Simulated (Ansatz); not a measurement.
# Amorphous Si: valence band and core levels, part 6 of 6

How wide do site differences make the core lines of amorphous Si?

Ansatz 0.2.0; DFT, LDA, plane-wave PAW, default files, scalar-relativistic.

So far. Step 5 (Dynamics at 300 K): Beyond half the shortest lattice vector, 4.2 Å, g(r) counts periodic images.

### 7. Valence states (continued)

Shapes are the site's partial DOS without matrix elements, which overweights lines from ligand s bands. Table of intensity by emission energy less the core level's binding energy, zero at the valence-band maximum; read off at these points; values in % of the unpolarised maximum:

| emission energy less the core level's binding energy (eV) | Si K-beta | Si K-beta, E along x | Si K-beta, E along y | Si K-beta, E along z | Si L2,3 |
| --- | --- | --- | --- | --- | --- |
| -14.0 | 2.04 | 2.09 | 2.02 | 2.01 | 4.41 |
| -13.0 | 4.61 | 4.72 | 4.56 | 4.55 | 19.5 |
| -12.0 | 10.9 | 11.1 | 10.9 | 10.8 | 53.3 |
| -11.0 | 17.5 | 18.2 | 17.7 | 16.6 | 67.6 |
| -10.0 | 22.4 | 23.7 | 22.3 | 21.2 | 80.2 |
| -9.0 | 27.0 | 27.6 | 27.2 | 26.2 | 86.7 |
| -8.0 | 31.4 | 31.7 | 30.5 | 32.1 | 95.4 |
| -7.0 | 34.3 | 37.5 | 32.2 | 33.2 | 80.9 |
| -6.0 | 41.0 | 41.1 | 40.9 | 41.0 | 63.6 |
| -5.0 | 57.6 | 59.3 | 58.1 | 55.5 | 57.9 |
| -4.0 | 81.4 | 81.2 | 78.4 | 84.6 | 47.9 |
| -3.0 | 99.0 | 99.7 | 97.7 | 99.5 | 41.3 |
| -2.8 | 99.9 | 101 | 99.0 | 100 | 39.5 |
| -2.0 | 95.5 | 93.0 | 94.3 | 99.3 | 32.6 |
| -1.0 | 98.7 | 91.8 | 97.7 | 107 | 37.3 |
| 0.0 | 48.0 | 46.1 | 45.3 | 52.7 | 19.1 |
| 1.0 | 7.72 | 7.43 | 7.45 | 8.27 | 0.847 |

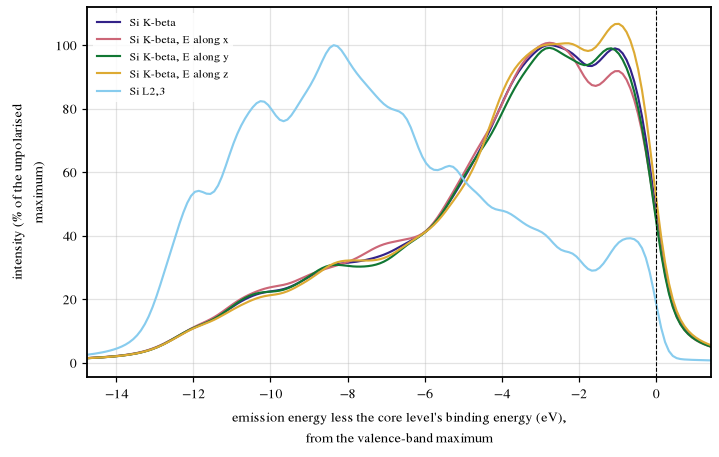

Intensity against emission energy less the core level's binding energy.

Window up to 3.6 eV. Shell moments, by row:

| element | shell | occupied states an atom | centre of occupied part (eV) | rms width of occupied part (eV) | centre up to the window's top (eV) | rms width up to the window's top (eV) |
| --- | --- | --- | --- | --- | --- | --- |
| Si | 3s | 1.288 | -7.303 | 3.262 | -5.49 | 4.725 |
| Si | 3p | 2.645 | -4.093 | 3.04 | -2.227 | 3.852 |

The spectra weight each projected shell by its atomic cross section (Dirac–Hartree–Slater) and angular factor, for unpolarised light with the analyser at 45° from the beam. Broadening, on top of any smearing of the DOS itself: a Gaussian of 0.15 eV and a Lorentzian of 0.1 eV plus 0.05 times the binding energy (full widths), Fermi edge at 300 K. Curves are cut 10 eV under the photon energy, above any shell that the free atom's threshold puts out of reach, or at the lower edge of the window: 11.2 eV at 21.2 eV, 14.8 eV at 40.8 eV, 14.8 eV at 250 eV, 14.8 eV at 1486.7 eV and 14.8 eV at 9251.7 eV. Dipole terms alone, which is rough above 3 keV; no background, satellites or final-state effects.

Share of each shell in the spectrum's area (%), by photon energy:

| shell | 21.2 eV | 40.8 eV | 250 eV | 1486.7 eV | 9251.7 eV |
| --- | --- | --- | --- | --- | --- |
| Si 3s | 24.2 | 35.5 | 40.6 | 71.6 | 92.6 |
| Si 3p | 75.8 | 64.5 | 59.4 | 28.4 | 7.4 |

Cross sections used, in Mb an electron:

| shell | 21.2 eV | 40.8 eV | 250 eV | 1486.7 eV | 9251.7 eV |
| --- | --- | --- | --- | --- | --- |
| Si 3s | 0.13 | 0.19 | 0.018 | 5.3e-4 | 4.8e-6 |
| Si 3p | 0.15 | 0.14 | 0.012 | 8.8e-5 | 1.4e-7 |

The largest force component on a free atom is 0.037 eV/Å, a little over the usual target of 0.03 eV/Å.

### 8. Core levels by total-energy differences

XPS shifts tell sites apart. Each chosen atom gets a core hole in a self-consistent pass of its own.

File input.yaml:

```yaml
crystal:
  lattice:
    - [8.4978037057, 0.0, 0.0]
    - [0.0, 8.4978037057, 0.0]
    - [0.0, 0.0, 8.4978037057]
  atoms:
    - { symbol: Si_h, position: [0.5476823625, 0.3151053408, 0.6417486192] }
    - { symbol: Si_h, position: [0.0403293402, 0.6361346767, 0.5800162804] }
    - { symbol: Si_h, position: [0.3245696438, 0.088080425, 0.2673246525] }
    - { symbol: Si_h, position: [0.7416922012, 0.6681585242, 0.0323924822] }
    - { symbol: Si_h, position: [0.6819628178, 0.8594045879, 0.4073743063] }
    - { symbol: Si_h, position: [0.6854554683, 1.1357739826, 0.4846784215] }
    - { symbol: Si, position: [0.866457041, 0.5857973514, 0.3678956304] }
    - { symbol: Si, position: [0.5732214307, 1.0918040915, 0.1209958888] }
    - { symbol: Si, position: [0.6197091188, 0.2776080546, -0.0878267449] }
    - { symbol: Si, position: [0.3007968365, 0.71251071, 0.5881885925] }
    - { symbol: Si, position: [0.8680748218, 0.8418987336, 0.6157797121] }
    - { symbol: Si, position: [0.3817589589, 0.5066964596, 0.424356018] }
    - { symbol: Si, position: [0.623830119, 0.6611038729, 0.7793270246] }
    - { symbol: Si, position: [0.5870091885, 0.5555046452, 0.234521606] }
    - { symbol: Si, position: [0.5365663459, 0.8946268253, 0.6472038716] }
    - { symbol: Si, position: [0.3230134156, 0.0626924679, 0.5503329573] }
    - { symbol: Si, position: [0.2642592952, 0.3403704141, 0.6245636574] }
    - { symbol: Si, position: [-0.0300828531, 0.3379314633, 0.2129344588] }
    - { symbol: Si, position: [0.6924350325, 1.297876106, 0.2696003507] }
    - { symbol: Si, position: [0.3764168066, 0.5362117133, -0.2056903726] }
    - { symbol: Si, position: [0.9031875717, 0.178377715, 0.6491125067] }
    - { symbol: Si, position: [1.028825522, 0.0616445733, 0.2246159084] }
    - { symbol: Si, position: [0.7523540658, 1.0170688237, -0.1800807787] }
    - { symbol: Si, position: [1.0558738628, 1.0097783134, 0.4970100996] }
    - { symbol: Si, position: [0.9991123218, 0.4159485651, 0.743258799] }
    - { symbol: Si, position: [0.2477035961, 0.3554122539, 0.238460832] }
    - { symbol: Si, position: [0.757047832, 0.4872539301, 0.6048828682] }
    - { symbol: Si, position: [0.8025066484, 0.931528596, 0.0876278192] }
    - { symbol: Si, position: [0.858646184, 0.4239575535, -0.0224377801] }
    - { symbol: Si, position: [0.4197071385, 0.4335195276, 0.0400821014] }
kpoints:
  mp_grid: { grid: [2, 2, 2] }
scf:
  occupations: { method: fermi_dirac, width: 0.03 }
  n_extra_bands: 23
hamiltonian:
  xc: lda
  pseudopotentials: { kind: paw }
output:
  forces: true
  core_levels:
    shells: { Si_h: "2p" }
    counted_from: conduction_bottom
    add_spin: false
```

On the command line:

```sh
$ ansatz run input.yaml --threads 4 --pin off --max-ram 8192MiB --backend cpu --events-out ev --progress --plain --runs-dir out
```

Numbers of over 12 decimals in the logs are rounded to 6 here.

What it wrote:

```text
[...]
Crystal: 30 atoms, lattice volume = 613.649 Å³
Basis set: ecut = 420 eV, 11981 PW (Γ)
Bands: 83, of which v1, the nominal top of the filled ones, is band 60 counted from 1 (59 counted from 0)
Symmetry: 1 space group operations
[...]
k-points: 8
[...]
SCF iter   1: F=—  HF=-18246.764548 eV  |F-HF|=—  |Δ(HF+E_count)|=         —  Δρ=4.92e-3  dr2=3.21e-1  ethr=1.77e-3  ⟨swp⟩=8.5  Hψ=3814  notcnv=0  defer=14
[...]
SCF iter   7: F=-18246.684625 eV  HF=-18246.684625 eV  |F-HF|=9.44e-9  |Δ(HF+E_count)|=   5.42e-8  Δρ=2.92e-6  dr2=6.57e-8  ethr=8.33e-11  ⟨swp⟩=17.8  Hψ=4153  notcnv=0
SCF 1 converged in 7 iterations: F = -18246.684625 eV  dr2 = 6.57e-8
[...]
── core hole 1/6: 2p of Si_h 0 ──
── 2p of Si_h 0: 98.940 eV over the cell without the hole, in 9 iterations ──
── core hole 2/6: 2p of Si_h 1 ──
── 2p of Si_h 1: 98.884 eV over the cell without the hole, in 9 iterations ──
── core hole 3/6: 2p of Si_h 2 ──
── 2p of Si_h 2: 99.318 eV over the cell without the hole, in 10 iterations ──
── core hole 4/6: 2p of Si_h 3 ──
── 2p of Si_h 3: 99.010 eV over the cell without the hole, in 9 iterations ──
── core hole 5/6: 2p of Si_h 4 ──
── 2p of Si_h 4: 98.777 eV over the cell without the hole, in 9 iterations ──
── core hole 6/6: 2p of Si_h 5 ──
── 2p of Si_h 5: 98.786 eV over the cell without the hole, in 9 iterations ──
SCF converged after 7 iterations
Free energy (F): -18246.684625 eV
[...]
Internal energy: -18246.669780 eV  (E = F + TS)
E sigma→0 (E₀):  -18246.677203 eV
Entropy (-TS):   -0.014844 eV (-0.495 meV/atom)
Fermi energy:    5.880383 eV
[...]
--- Forces (eV/Å), atoms counted from 1 ---
  atom   1  Si_h    -0.00494741    -0.01059213     0.00065503
  atom   2  Si_h    -0.01644874     0.00082250    -0.00390803
  atom   3  Si_h     0.01058232     0.00331210    -0.01554108
  atom   4  Si_h     0.00003817    -0.00075525     0.01494771
  atom   5  Si_h     0.00545792    -0.00073983    -0.00781909
  atom   6  Si_h    -0.00417303     0.00850179    -0.00264461
  atom   7  Si       0.01060959    -0.01070988    -0.00369863
  atom   8  Si       0.00058708     0.00032533    -0.00797566
  atom   9  Si      -0.00122777     0.00039919     0.00836091
  atom  10  Si      -0.00604806    -0.00932502    -0.00209251
  atom  11  Si      -0.00197005    -0.01037365     0.00084752
  atom  12  Si       0.00208684    -0.00126653    -0.01550222
  atom  13  Si      -0.01493181     0.00780063    -0.00483612
  atom  14  Si      -0.00858426    -0.01257218     0.00774582
  atom  15  Si       0.03291030     0.02342219     0.00876330
  atom  16  Si       0.00678597    -0.02131024    -0.01196409
  atom  17  Si       0.02797469     0.03712733    -0.00725044
  atom  18  Si      -0.00449235    -0.00863051     0.00384369
  atom  19  Si      -0.00337334     0.00731775     0.00759706
  atom  20  Si      -0.00641544     0.00105239    -0.00327715
  atom  21  Si       0.01468691     0.01708860     0.00915201
  atom  22  Si       0.00886315     0.00820913     0.00323017
  atom  23  Si      -0.00614159    -0.01972932    -0.02066032
  atom  24  Si       0.00304224     0.00937211     0.00483902
  atom  25  Si      -0.00796744    -0.00892443     0.00339527
  atom  26  Si       0.00485973     0.01519414     0.01322308
  atom  27  Si      -0.00913010    -0.01089130    -0.00452922
  atom  28  Si      -0.00951552    -0.00952658     0.02369820
  atom  29  Si      -0.00798628    -0.00475929    -0.00080795
  atom  30  Si      -0.01506733     0.00019775     0.00228506
  max |Σ_I F_I| component: 7.67e-5 eV/Å
--- Band table (eV; the first three rows and the last of 8) ---
  k-point 0: bands = [... 56 lower, 4.8236, 4.9899, 5.2581, 5.4673, 5.9311, 6.2138, 6.3600, 6.6337, ... 19 higher]
  k-point 1: bands = [... 56 lower, 5.2110, 5.3665, 5.4732, 5.7224, 5.9929, 6.2400, 6.4384, 6.8046, ... 19 higher]
  k-point 2: bands = [... 56 lower, 5.3387, 5.3965, 5.6838, 5.8119, 6.0150, 6.3273, 6.4567, 6.6781, ... 19 higher]
  k-point 7: bands = [... 56 lower, 5.3754, 5.4866, 5.6415, 5.7880, 6.2416, 6.5172, 6.6045, 6.8708, ... 19 higher]
--- Core levels from the conduction bottom, as differences alone (as output.core_levels.counted_from types it; a hole's nearest image at 8.5 Å) ---
  the holes have no spin, as output.core_levels.add_spin types it
  atom         alike  shell      binding/eV   shift/eV difference/eV images/eV   SCF
  Si_h 0           1     2p               –     +0.000        98.940         –     9
  Si_h 1           1     2p               –     -0.056        98.884         –     9
  Si_h 2           1     2p               –     +0.378        99.318         –    10
  Si_h 3           1     2p               –     +0.070        99.010         –     9
  Si_h 4           1     2p               –     -0.163        98.777         –     9
  Si_h 5           1     2p               –     -0.154        98.786         –     9
  the dataset of Si_h with a 2p hole: scattering error 0.000 eV (0.000 eV in the local channel); free atom: scalar-relativistic, large and small components
  the two lines of Si_h's 2p: 2p1/2 +0.408 eV and 2p3/2 -0.204 eV off its levels, 1 : 2 in strength
```

Elapsed: 59 s, on 4 threads of Intel Xeon at 2.80GHz (Skylake/Cascade Lake), shared host; peak memory 1.7 GiB; 3.6 min of CPU time.

Levels are total-energy differences with one electron taken from the core. The electron stays in the lowest empty state, so these are excitation energies, not binding energies. The hole's nearest image is 8.5 Å away, and the holes carry no spin, so absolute levels are rough.

| atom | region | shell | level (eV) | shift (eV) | potential at nucleus, shift (V) | j lines (eV) | doubts |
| --- | --- | --- | --- | --- | --- | --- | --- |
| Si1 | - | 2p | 98.94 | +0.15 | +0.26 | 99.35 / 98.74 | - |
| Si2 | - | 2p | 98.88 | +0.10 | +0.06 | 99.29 / 98.68 | - |
| Si3 | - | 2p | 99.32 | +0.53 | +0.80 | 99.73 / 99.11 | - |
| Si4 | - | 2p | 99.01 | +0.22 | +0.27 | 99.42 / 98.81 | - |
| Si5 | - | 2p | 98.78 | -0.01 | +0.21 | 99.19 / 98.57 | - |
| Si6 | - | 2p | 98.79 | +0.00 | +0.00 | 99.19 / 98.58 | - |

Levels of p, d and f shells are means over their two j lines, weighted by degeneracy; the splitting comes from the atom's own solve. Shifts count from the last listed atom of each element. With the electron kept in the cell, its attraction to the hole differs by site and enters these shifts. A higher potential at the nucleus binds core electrons more tightly, so that column is a rough initial-state shift.

The intensity has structure finer than the step of the table below, so its rows give means over 0.25 eV, whole bins alone (the curve runs from 97.1 to 101 eV). Peaks (eV: height): 98.672: 100, 99.211: 64.5.

The Si 2p lines of the listed atoms alone (other atoms of the cell aren't counted), as Gaussians 0.3 eV wide, no depth weighting. Intensity against Si 2p level; means over each step:

| Si 2p level (eV) | intensity (%) |
| --- | --- |
| 97.75 | 0 |
| 98.00 | 0.0133 |
| 98.25 | 3.97 |
| 98.50 | 56.8 |
| 98.75 | 84.4 |
| 99.00 | 44.5 |
| 99.25 | 59.4 |
| 99.50 | 26.2 |
| 99.75 | 11.8 |
| 100.00 | 1.96 |
| 100.25 | 0.0147 |
| 100.50 | 0 |

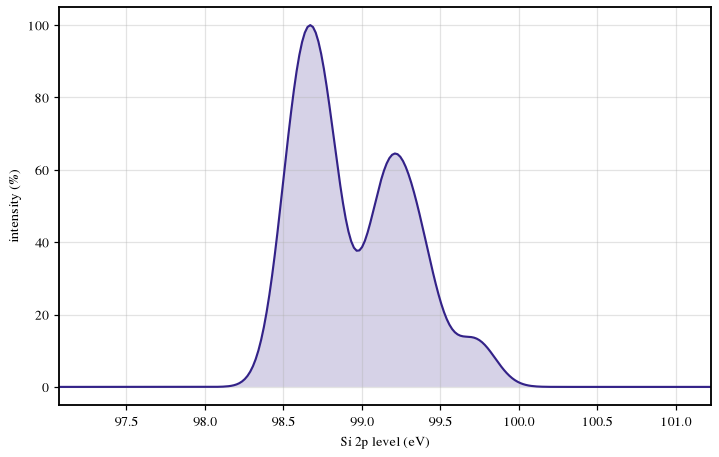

Intensity against Si 2p level.

### 9. Results

- strongest listed peak within 13 eV of the zero, at 1486.7 eV: 8.3 eV binding, mostly Si 3s
- strongest listed peak within 13 eV of the zero, at 21.2 eV: 1.0 eV binding, mostly Si 3p
- spread of the Si level over the listed sites: 0.54 eV

**Reading.** Over the listed sites the core levels spread as follows: Si 0.54 eV. Among the sites run, the most bound Si 2p level is that of Si3, bonded to 4 Si; the least bound, 0.54 eV shallower, that of Si5, bonded to 3 Si. These are excitation energies with the electron kept in the cell, so its attraction to the hole, which differs by site, enters the order. At 21.2 eV the valence spectrum has its highest listed peaks within 10.8 eV at 1.0 eV (Si 3p), 2.2 eV (Si 3p), 2.8 eV (Si 3p), 6.4 eV (Si 3p) and 8.3 eV (Si 3p). At 1486.7 eV the valence spectrum has its highest listed peaks within 13 eV at 1.0 eV (Si 3p), 2.9 eV (Si 3p), 6.5 eV (Si 3s), 8.3 eV (Si 3s) and 10.2 eV (Si 3s). The shell named is the one with most of the intensity, cross sections included, not always the one with most states there. In the main run, from 1486.7 eV towards hard X-rays the Si 3s share grows by 21 points, as its cross section falls more slowly with photon energy than those of the shells it gains on. The spectra rest on a 2×2×2 mesh, so closely spaced maxima can be ripples of the mesh. The dynamics last under a picosecond in a cell of a few dozen atoms, so the model holds more coordination defects than a real glass, and only a few sites got holes. The model has no clear gap, though such a glass is an insulator or semiconductor: dangling, strained and miscoordinated bonds left by the fast quench fill it, and the semilocal gap is too small to begin with.

[Logs are printed without paths, hosts, clocks, repeated set-up lines and the standing remarks that a program may print on its own settings, such as how far it seeks lower states.]

[Hosts, paths, dates, database ids (printed as entryN), source tags and the programs' standing remarks are cut or masked in the printed files.]

[Maps of the electrostatic potential energy from Ansatz leave out the sawtooth potential of an applied field or a dipole correction, so their vacuum need not be flat; work functions include it.]
